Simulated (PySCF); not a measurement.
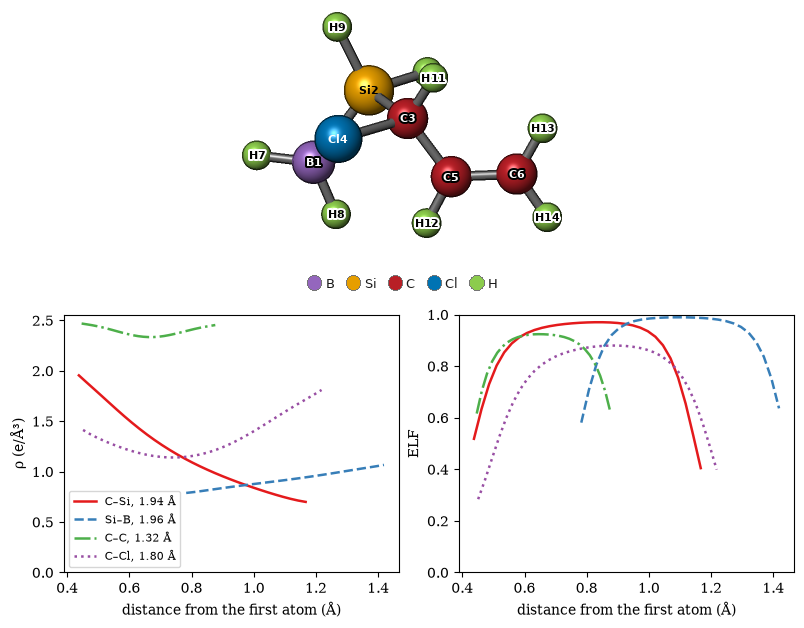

Figure 1: C3H8BClSi. Total electron density and electron localisation function along straight lines between neighbouring atoms. The curves leave out the atomic cores. The structure is drawn too.

Geometry: GFN2-xTB.

Computed with wB97X-D/def2-SVPD, SCF density, gas phase (PySCF 2.14.0).

```xyz
14

B     2.2220   -0.5447   -1.0455
Si    0.9833   -1.0297    0.3891
C    -0.2309    0.4587    0.6913
Cl    0.8182    1.8718    1.0875
C    -1.0619    0.7654   -0.4893
C    -2.3506    0.4830   -0.5822
H     3.3775   -0.4985   -0.8744
H     1.8369   -0.2869   -2.1197
H     1.5268   -1.2864    1.7339
H     0.0717   -2.1606    0.1244
H    -0.8510    0.2926    1.5713
H    -0.5397    1.2216   -1.3195
H    -2.8900    0.0315    0.2339
H    -2.9128    0.6818   -1.4779
```

Q: Compare the contacts.

A: C–Si (1.94 Å): ρ at the midpoint is about 0.87 e/Å³; the ELF peaks at about 1 between the atoms: localised, covalent bonding.
Si–B (1.96 Å): ρ at the midpoint is about 0.87 e/Å³; the ELF peaks at about 1 between the atoms, as expected for localised, covalent bonding.
C–C (1.32 Å): the density is about 2.3 e/Å³ at the midpoint; the ELF peaks at about 0.90 between the atoms: a short, multiple covalent bond.
C–Cl (1.80 Å): ρ at the midpoint is about 1.2 e/Å³; the ELF peaks at about 0.90 between the atoms: a covalent bond.
